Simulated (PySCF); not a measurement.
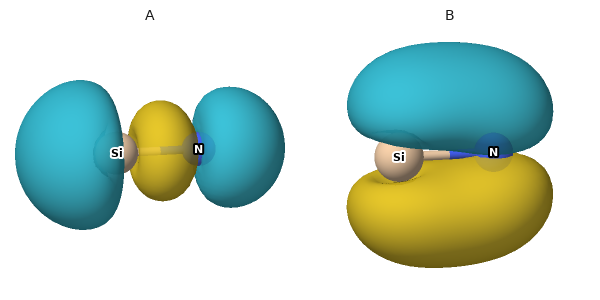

The picture shows: SiN (charge −1). Two frontier orbitals, each drawn at the value that holds 80 % of its norm (yellow and cyan are the two phases), in no order; of a degenerate pair one member is drawn.

All numbers below come from PBE0/aug-cc-pVDZ-DK/X2C, spin-free X2C-1e, Gaussian nucleus, at a bond length of 1.604 Å in PySCF.

Question: Label each orbital by symmetry, say whether it is occupied, and order them by energy.

Answer: Orbital B: π, occupied, −1.12 eV; bonding, with no node between the atoms.
Orbital A: σ, occupied, −1.06 eV; shared between the atoms (Si 45 %, N 55 %).
